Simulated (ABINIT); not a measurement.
# A GW chain in ABINIT: WS2 (Tungstenite), part 2 of 3

Wanted: ground state, empty states, screening and self-energy for WS2 (Tungstenite).

ABINIT 10.8.3; PBE and many-body steps on it, plane waves. Known limits of the many-body steps: not at the basis limit; no spin-orbit coupling; coarse k mesh.

So far. Step 2 (Ground state): The gap is indirect, with the least direct gap 0.86 eV higher.

### Step 3. Bands along the symmetry lines

Level of this step: DFT, PBE, plane waves, norm-conserving pseudopotentials (ABINIT).

The cheap functional maps the bands first; the places of the edges decide which points the dearer methods must see.

File run.abi:

```
acell 3*1.0 Angstrom
rprim 
  3.153199999992 0.000000000002 0.000000000000
  -1.576599999998 2.730751303206 0.000000000000
  0.000000000000 0.000000000000 12.323000000000
ntypat 2
znucl 74 16
natom 6
typat 1 1 2 2 2 2
xred 
  0.333333333333 0.666666666667 0.250000000000
  0.666666666667 0.333333333333 0.750000000000
  0.333333333333 0.666666666667 0.622500000000
  0.666666666667 0.333333333333 0.122500000000
  0.333333333333 0.666666666667 0.877500000000
  0.666666666667 0.333333333333 0.377500000000
pp_dirpath "pseudos"
pseudos "W.upf, S.upf"
ecut 31
iscf -2
irdden 1
kptopt 0
nkpt 75
kpt 
  0.00000000 0.00000000 0.00000000
  0.06250000 0.00000000 0.00000000
  0.12500000 0.00000000 0.00000000
  0.18750000 0.00000000 0.00000000
  0.25000000 0.00000000 0.00000000
  0.31250000 0.00000000 0.00000000
  0.37500000 0.00000000 0.00000000
  0.43750000 0.00000000 0.00000000
  0.50000000 0.00000000 0.00000000
  0.47916667 0.04166667 0.00000000
  0.45833333 0.08333333 0.00000000
  0.43750000 0.12500000 0.00000000
  0.41666666 0.16666666 0.00000000
  0.39583333 0.20833333 0.00000000
  0.37500000 0.25000000 0.00000000
  0.35416666 0.29166666 0.00000000
  0.33333333 0.33333333 0.00000000
  0.29166666 0.29166666 0.00000000
  0.25000000 0.25000000 0.00000000
  0.20833333 0.20833333 0.00000000
  0.16666666 0.16666666 0.00000000
  0.12500000 0.12500000 0.00000000
  0.08333333 0.08333333 0.00000000
  0.04166667 0.04166667 0.00000000
  0.00000000 0.00000000 0.00000000
  0.00000000 0.00000000 0.06250000
  0.00000000 0.00000000 0.12500000
  0.00000000 0.00000000 0.18750000
  0.00000000 0.00000000 0.25000000
  0.00000000 0.00000000 0.31250000
  0.00000000 0.00000000 0.37500000
  0.00000000 0.00000000 0.43750000
  0.00000000 0.00000000 0.50000000
  0.06250000 0.00000000 0.50000000
  0.12500000 0.00000000 0.50000000
  0.18750000 0.00000000 0.50000000
  0.25000000 0.00000000 0.50000000
  0.31250000 0.00000000 0.50000000
  0.37500000 0.00000000 0.50000000
  0.43750000 0.00000000 0.50000000
  0.50000000 0.00000000 0.50000000
  0.47916667 0.04166667 0.50000000
  0.45833333 0.08333333 0.50000000
  0.43750000 0.12500000 0.50000000
  0.41666666 0.16666666 0.50000000
  0.39583333 0.20833333 0.50000000
  0.37500000 0.25000000 0.50000000
  0.35416666 0.29166666 0.50000000
  0.33333333 0.33333333 0.50000000
  0.29166666 0.29166666 0.50000000
  0.25000000 0.25000000 0.50000000
  0.20833333 0.20833333 0.50000000
  0.16666666 0.16666666 0.50000000
  0.12500000 0.12500000 0.50000000
  0.08333333 0.08333333 0.50000000
  0.04166667 0.04166667 0.50000000
  0.00000000 0.00000000 0.50000000
  0.50000000 0.00000000 0.50000000
  0.50000000 0.00000000 0.43750000
  0.50000000 0.00000000 0.37500000
  0.50000000 0.00000000 0.31250000
  0.50000000 0.00000000 0.25000000
  0.50000000 0.00000000 0.18750000
  0.50000000 0.00000000 0.12500000
  0.50000000 0.00000000 0.06250000
  0.50000000 -0.00000000 0.00000000
  0.33333333 0.33333333 0.50000000
  0.33333333 0.33333333 0.43750000
  0.33333333 0.33333333 0.37500000
  0.33333333 0.33333333 0.31250000
  0.33333333 0.33333333 0.25000000
  0.33333333 0.33333333 0.18750000
  0.33333333 0.33333333 0.12500000
  0.33333333 0.33333333 0.06250000
  0.33333333 0.33333333 0.00000000
istwfk *1
nband 38
nbdbuf 7
tolwfr 1e-07
nstep 50
prtwf 0
prtvol 0
indata_prefix "in"
outdata_prefix "out"
tmpdata_prefix "tmp"
```

Started as:

```sh
OMP_NUM_THREADS=1 mpirun -n 4 abinit run.abi > log
```

Numbers of over 12 decimals in the logs are rounded to 6 here.

The program printed:

```text
.Version 10.8.3 of ABINIT. v10.8.2 released Aug 2026.

 Symmetries : space group P6_3/m m c (#194); Bravais hP (primitive hexag.)
[... echo of the input left out ...]
== DATASET  1 ==================================================================
-   mpi_nproc: 4, omp_nthreads: 1 (-1 if OMP is not activated)

--- !DatasetInfo
iteration_state: {dtset: 1, }
dimensions: {natom: 6, nkpt: 75, mband: 38, nsppol: 1, nspinor: 1, nspden: 1, mpw: 5986, }
cutoff_energies: {ecut:  31.0, pawecutdg:  -1.0, }
electrons: {nelect:   5.20000000E+01, charge:   0.00000000E+00, occopt:   1.00000000E+00, tsmear:   1.00000000E-02, }

 Real(R)+Recip(G) space primitive vectors, cartesian coordinates (Bohr,Bohr^-1):
 R(1)=  5.9586844  0.0000000  0.0000000  G(1)=  0.1678223  0.0968922  0.0000000
 R(2)= -2.9793422  5.1603721  0.0000000  G(2)=  0.0000000  0.1937845  0.0000000
 R(3)=  0.0000000  0.0000000 23.2870950  G(3)=  0.0000000  0.0000000  0.0429422
 Unit cell volume ucvol=  7.1605555E+02 bohr^3
 Angles (23,13,12)=  9.00000000E+01  9.00000000E+01  1.20000000E+02 degrees

 getcut: wavevector=  0.0000  0.0000  0.0000  ngfft=  30  30 120
         ecut(hartree)=     31.000   => boxcut(ratio)=   2.01023

--- Pseudopotential description ------------------------------------------------
- W Generated using ONCVPSP code by D. R. Hamann
- 74.00000  14.00000  171031                  znucl, zion, pspdat
12 -101130 3 -1 1396                          pspcod,pspxc,lmax,lloc,mmax
     nproj     2     2     2     2
  pspatm : epsatm=   11.70739509
         --- l  ekb(1:nproj) -->
             0   12.992056    1.844411
             1    9.080024    1.409692
             2    4.470007    0.514403
[...]
pspatm: atomic psp has been read  and splines computed

- S Generated using ONCVPSP code by D. R. Hamann
- 16.00000   6.00000  171031                  znucl, zion, pspdat
12 -101130 2 -1 1146                          pspcod,pspxc,lmax,lloc,mmax
     nproj     2     2     2     0
  pspatm : epsatm=    9.01821529
         --- l  ekb(1:nproj) -->
[...]
pspatm: atomic psp has been read  and splines computed

--------------------------------------------------------------------------------

================================================================================
 prteigrs : about to open file out_EIG
 Non-SCF case, kpt    1 (  0.00000  0.00000  0.00000), residuals and eigenvalues=
  4.08E-08  3.88E-08  3.47E-08  4.30E-08  3.17E-08  9.18E-08  2.03E-08  3.89E-08
  4.32E-08  5.67E-08  3.13E-08  5.43E-08  6.73E-08  5.54E-08  3.04E-08  3.11E-08
  8.83E-08  6.69E-08  9.41E-08  3.48E-08  5.90E-08  4.23E-08  6.10E-08  5.57E-08
[...]
4.30E-08  5.40E-08  5.16E-08  5.54E-08  5.85E-04  1.72E-04
 -2.3929E+00 -2.3929E+00 -1.0796E+00 -1.0796E+00 -1.0726E+00 -1.0726E+00
 -1.0726E+00 -1.0726E+00 -2.2539E-01 -2.1688E-01 -1.6868E-01 -1.5256E-01
[...]
5.7955E-01  6.2709E-01
 Non-SCF case, kpt   75 (  0.33333  0.33333  0.00000), residuals and eigenvalues=
[...]
5.7926E-01  6.2782E-01

--- !ResultsGS
iteration_state: {dtset: 1, }
comment   : Summary of ground state results
lattice_vectors:
- [  5.9586844,   0.0000000,   0.0000000, ]
- [ -2.9793422,   5.1603721,   0.0000000, ]
- [  0.0000000,   0.0000000,  23.2870950, ]
lattice_lengths: [   5.95868,    5.95868,   23.28710, ]
lattice_angles: [ 90.000,  90.000, 120.000, ] # degrees, (23, 13, 12)
lattice_volume:   7.1605555E+02
convergence: {deltae:  0.000E+00, res2:  0.000E+00, residm:  9.996E-08, diffor:  0.000E+00, }
etotal    :  -1.96029590E+02
entropy   :   0.00000000E+00
fermie    :   3.49444803E-01
cartesian_stress_tensor: null
pressure_GPa: null
xred      :
- [  3.3333E-01,   6.6667E-01,   2.5000E-01,  W]
- [  6.6667E-01,   3.3333E-01,   7.5000E-01,  W]
- [  3.3333E-01,   6.6667E-01,   6.2250E-01,  S]
- [  6.6667E-01,   3.3333E-01,   1.2250E-01,  S]
- [  3.3333E-01,   6.6667E-01,   8.7750E-01,  S]
- [  6.6667E-01,   3.3333E-01,   3.7750E-01,  S]
cartesian_forces: null
force_length_stats: {min: null, max: null, mean: null, }

 Integrated electronic density in atomic spheres:
 ------------------------------------------------
 Atom  Sphere_radius  Integrated_density
[...]
================================================================================

 ----iterations are completed or convergence reached----

 Mean square residual over all n,k,spin=   51.877E-09; max=  99.957E-09
 reduced coordinates (array xred) for    6 atoms
[...]
0.333333333333      0.666666666667      0.877500000000
       0.666666666667      0.333333333333      0.377500000000

 cartesian coordinates (angstrom) at end:
    1     -1.33e-12     1.820501     3.080750
    2      1.576600     0.910250     9.242250
    3     -1.33e-12     1.820501     7.671068
    4      1.576600     0.910250     1.509567
    5     -1.33e-12     1.820501    10.813432
    6      1.576600     0.910250     4.651933
 length scales=  1.889726125908  1.889726125908  1.889726125908 bohr
              =  1.000000000000  1.000000000000  1.000000000000 angstroms
 prteigrs : about to open file out_EIG
 Eigenvalues (hartree) for nkpt=  75  k points:
 kpt#   1, nband= 38, wtk=  1.00000, kpt=  0.0000  0.0000  0.0000 (reduced coord)
[...]
kpt#   2, nband= 38, wtk=  1.00000, kpt=  0.0625  0.0000  0.0000 (reduced coord)
[...]
kpt#   3, nband= 38, wtk=  1.00000, kpt=  0.1250  0.0000  0.0000 (reduced coord)
[...]
kpt#  74, nband= 38, wtk=  1.00000, kpt=  0.3333  0.3333  0.0625 (reduced coord)
[...]
0.53357    0.53357    0.55922    0.57955    0.57955    0.62709
 kpt#  75, nband= 38, wtk=  1.00000, kpt=  0.3333  0.3333  0.0000 (reduced coord)
[...]
0.15349    0.16268    0.18215    0.18215    0.19731    0.19731    0.24151    0.24151
   0.32228    0.32990    0.39740    0.39740    0.42491    0.47004    0.47237    0.47237
   0.53381    0.53381    0.55844    0.57926    0.57926    0.62782

== END DATASET(S) ==============================================================
================================================================================

 -outvars: echo values of variables after computation  --------
            nband          38
             nkpt          75
          spgroup         194
 [... the other variables as echoed above ...]

 Calculation completed.
```

Run time: 80 s. Hardware: 4 MPI ranks of Arm Neoverse V1, shared host; peak memory 0.53 GiB.

Numbers from this step:

| Item | Value |
| --- | --- |
| gap | 0.9807 eV |
| k of the valence top | 0, 0, 0 |
| k of the conduction bottom | 0.1667, 0.1667, 0 |
| least direct gap | 1.837 eV |

The gap is 0.981 eV, as in the run before at this level.

The electronic bands at the labelled points (eV, zero at the top of the highest filled band):

```
    point  band 23  band 24  band 25  band 26  band 27  band 28  band 29  band 30
        Γ    -2.19    -1.52    -1.22     0.00     2.31     2.31     2.32     2.32
        M    -1.97    -1.76    -1.71    -1.53     2.33     2.38     2.61     2.91
        K    -2.94    -2.94    -0.74    -0.53     1.31     1.31     2.05     3.28
        Γ    -2.19    -1.52    -1.22     0.00     2.31     2.31     2.32     2.32
        A    -2.21    -2.21    -0.32    -0.32     2.30     2.30     2.30     2.30
        L    -1.87    -1.87    -1.60    -1.60     2.35     2.35     2.78     2.78
        H    -3.11    -3.11    -0.65    -0.65     1.31     1.31     2.58     2.58
        A    -2.21    -2.21    -0.32    -0.32     2.30     2.30     2.30     2.30
jump to L    -1.87    -1.87    -1.60    -1.60     2.35     2.35     2.78     2.78
        M    -1.97    -1.76    -1.71    -1.53     2.33     2.38     2.61     2.91
jump to H    -3.11    -3.11    -0.65    -0.65     1.31     1.31     2.58     2.58
        K    -2.94    -2.94    -0.74    -0.53     1.31     1.31     2.05     3.28
```

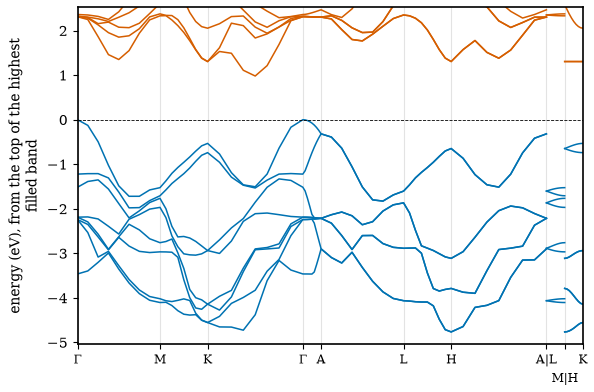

Electronic bands along the path; lines of filled and empty bands in two colours.

### Step 4. Empty states on the mesh, 3×3×1 mesh, 1100 bands

The sums over transitions need many empty states on a uniform mesh; this step solves for them.

File run.abi:

```
acell 3*1.0 Angstrom
rprim 
  3.153199999992 0.000000000002 0.000000000000
  -1.576599999998 2.730751303206 0.000000000000
  0.000000000000 0.000000000000 12.323000000000
ntypat 2
znucl 74 16
natom 6
typat 1 1 2 2 2 2
xred 
  0.333333333333 0.666666666667 0.250000000000
  0.666666666667 0.333333333333 0.750000000000
  0.333333333333 0.666666666667 0.622500000000
  0.666666666667 0.333333333333 0.122500000000
  0.333333333333 0.666666666667 0.877500000000
  0.666666666667 0.333333333333 0.377500000000
pp_dirpath "pseudos"
pseudos "W.upf, S.upf"
ecut 31
ngkpt 3 3 1
nshiftk 1
shiftk 0 0 0
kptopt 1
chksymbreak 0
iscf -2
irdden 1
istwfk *1
nband 1100
nbdbuf 100
tolwfr 1e-09
nstep 60
prtvol 0
indata_prefix "in"
outdata_prefix "out"
tmpdata_prefix "tmp"
```

Started as:

```sh
OMP_NUM_THREADS=1 mpirun -n 3 abinit run.abi > log
```

The program printed:

```text
.Version 10.8.3 of ABINIT. v10.8.2 released Aug 2026.

 Symmetries : space group P6_3/m m c (#194); Bravais hP (primitive hexag.)
[... echo of the input left out ...]
== DATASET  1 ==================================================================
-   mpi_nproc: 3, omp_nthreads: 1 (-1 if OMP is not activated)

--- !DatasetInfo
iteration_state: {dtset: 1, }
dimensions: {natom: 6, nkpt: 3, mband: 1100, nsppol: 1, nspinor: 1, nspden: 1, mpw: 5917, }
cutoff_energies: {ecut:  31.0, pawecutdg:  -1.0, }
electrons: {nelect:   5.20000000E+01, charge:   0.00000000E+00, occopt:   1.00000000E+00, tsmear:   1.00000000E-02, }

 Real(R)+Recip(G) space primitive vectors, cartesian coordinates (Bohr,Bohr^-1):
 R(1)=  5.9586844  0.0000000  0.0000000  G(1)=  0.1678223  0.0968922  0.0000000
 R(2)= -2.9793422  5.1603721  0.0000000  G(2)=  0.0000000  0.1937845  0.0000000
 R(3)=  0.0000000  0.0000000 23.2870950  G(3)=  0.0000000  0.0000000  0.0429422
 Unit cell volume ucvol=  7.1605555E+02 bohr^3
 Angles (23,13,12)=  9.00000000E+01  9.00000000E+01  1.20000000E+02 degrees

 getcut: wavevector=  0.0000  0.0000  0.0000  ngfft=  30  30 120
         ecut(hartree)=     31.000   => boxcut(ratio)=   2.01023

--- Pseudopotential description ------------------------------------------------
- W Generated using ONCVPSP code by D. R. Hamann
- 74.00000  14.00000  171031                  znucl, zion, pspdat
12 -101130 3 -1 1396                          pspcod,pspxc,lmax,lloc,mmax
     nproj     2     2     2     2
  pspatm : epsatm=   11.70739509
         --- l  ekb(1:nproj) -->
             0   12.992056    1.844411
             1    9.080024    1.409692
             2    4.470007    0.514403
[...]
pspatm: atomic psp has been read  and splines computed

- S Generated using ONCVPSP code by D. R. Hamann
- 16.00000   6.00000  171031                  znucl, zion, pspdat
12 -101130 2 -1 1146                          pspcod,pspxc,lmax,lloc,mmax
     nproj     2     2     2     0
  pspatm : epsatm=    9.01821529
         --- l  ekb(1:nproj) -->
[...]
pspatm: atomic psp has been read  and splines computed

--------------------------------------------------------------------------------

================================================================================
 prteigrs : about to open file out_EIG
 Non-SCF case, kpt    1 (  0.00000  0.00000  0.00000), residuals and eigenvalues=
  7.97E-11  6.67E-11  1.43E-10  1.23E-10  1.85E-10  1.62E-10  1.68E-10  1.73E-10
  6.29E-10  7.84E-10  7.55E-10  8.42E-10  1.11E-11  1.91E-11  9.07E-10  2.92E-11
  2.58E-11  2.86E-11  2.64E-11  1.76E-11  1.95E-11  3.41E-11  2.25E-11  6.69E-10
[...]
1.63E-03  2.06E-03  1.79E-03  3.73E-03
 -2.3929E+00 -2.3929E+00 -1.0796E+00 -1.0796E+00 -1.0726E+00 -1.0726E+00
 -1.0726E+00 -1.0726E+00 -2.2539E-01 -2.1688E-01 -1.6868E-01 -1.5256E-01
  6.8428E-02  1.0714E-01  2.0801E-01  2.2170E-01  2.2170E-01  2.2222E-01
[...]
9.6238E+00  9.6245E+00  9.6359E+00  9.6369E+00  9.6373E+00  9.6458E+00
  9.6558E+00  9.6590E+00  9.6665E+00  9.6694E+00  9.6736E+00  9.6794E+00
  9.6850E+00  9.6944E+00
 prteigrs : prtvol=0 or 1, do not print more k-points.

--- !ResultsGS
iteration_state: {dtset: 1, }
comment   : Summary of ground state results
lattice_vectors:
- [  5.9586844,   0.0000000,   0.0000000, ]
- [ -2.9793422,   5.1603721,   0.0000000, ]
- [  0.0000000,   0.0000000,  23.2870950, ]
lattice_lengths: [   5.95868,    5.95868,   23.28710, ]
lattice_angles: [ 90.000,  90.000, 120.000, ] # degrees, (23, 13, 12)
lattice_volume:   7.1605555E+02
convergence: {deltae:  0.000E+00, res2:  0.000E+00, residm:  9.919E-10, diffor:  0.000E+00, }
etotal    :  -1.96029590E+02
entropy   :   0.00000000E+00
fermie    :   3.49444803E-01
cartesian_stress_tensor: null
pressure_GPa: null
xred      :
- [  3.3333E-01,   6.6667E-01,   2.5000E-01,  W]
- [  6.6667E-01,   3.3333E-01,   7.5000E-01,  W]
- [  3.3333E-01,   6.6667E-01,   6.2250E-01,  S]
- [  6.6667E-01,   3.3333E-01,   1.2250E-01,  S]
- [  3.3333E-01,   6.6667E-01,   8.7750E-01,  S]
- [  6.6667E-01,   3.3333E-01,   3.7750E-01,  S]
cartesian_forces: null
force_length_stats: {min: null, max: null, mean: null, }

 Integrated electronic density in atomic spheres:
 ------------------------------------------------
 Atom  Sphere_radius  Integrated_density
[...]
================================================================================

 ----iterations are completed or convergence reached----

 Mean square residual over all n,k,spin=   34.870E-11; max=  99.187E-11
 reduced coordinates (array xred) for    6 atoms
[...]
0.333333333333      0.666666666667      0.877500000000
       0.666666666667      0.333333333333      0.377500000000

 cartesian coordinates (angstrom) at end:
    1     -1.33e-12     1.820501     3.080750
    2      1.576600     0.910250     9.242250
[...]
6      1.576600     0.910250     4.651933
 length scales=  1.889726125908  1.889726125908  1.889726125908 bohr
              =  1.000000000000  1.000000000000  1.000000000000 angstroms
 prteigrs : about to open file out_EIG
 Eigenvalues (hartree) for nkpt=   3  k points:
 kpt#   1, nband=  1100, wtk=  0.11111, kpt=  0.0000  0.0000  0.0000 (reduced coord)
[...]
9.60003    9.60038    9.60874    9.61292    9.62129    9.62208    9.62379    9.62453
   9.63589    9.63686    9.63731    9.64579    9.65579    9.65905    9.66652    9.66943
   9.67362    9.67941    9.68496    9.69442
 prteigrs : prtvol=0 or 1, do not print more k-points.

== END DATASET(S) ==============================================================
================================================================================

 -outvars: echo values of variables after computation  --------
            nband        1100
             nkpt           3
          spgroup         194
 [... the other variables as echoed above ...]

 Calculation completed.
```

Run time: 21 min. Hardware: 3 MPI ranks; peak memory 0.8 GiB.

Numbers from this step:

| Item | Value |
| --- | --- |
| gap | 1.305 eV |
| k of the valence top | 0, 0, 0 |
| k of the conduction bottom | 0.3333, 0.3333, 0 |
| least direct gap | 1.837 eV |
| k points computed | 3 |
| lowest point of the top converged band, above the valence top | 235.5393 eV |

On this mesh the gap is 1.305 eV. The earlier step found 0.981 eV, so this mesh misses an edge.

(Continued in part 3 of 3.)

[Paths, hosts, dates, memory and timing lines, banners, echoed tables and standing remarks are left out of the program output.]

[Logs are printed without paths, hosts, clocks, repeated set-up lines and the standing remarks that a program may print on its own settings, such as how far it seeks lower states.]

[Runs of the session that timed out or met a known fault of the program may be left out.]

[Hosts, paths, dates, database ids (printed as entryN), source tags and the programs' standing remarks are cut or masked in the printed files.]

[G0W0 gaps are taken among the corrected bands and points alone; a level outside them can change the order at an edge.]

[Where Ansatz stands beside ABINIT at settings called matched, ABINIT's density can come from a denser mesh and the files from another edition; pairs whose starting gaps differed by over 0.03 eV were left out, so agreement reads better than it is.]
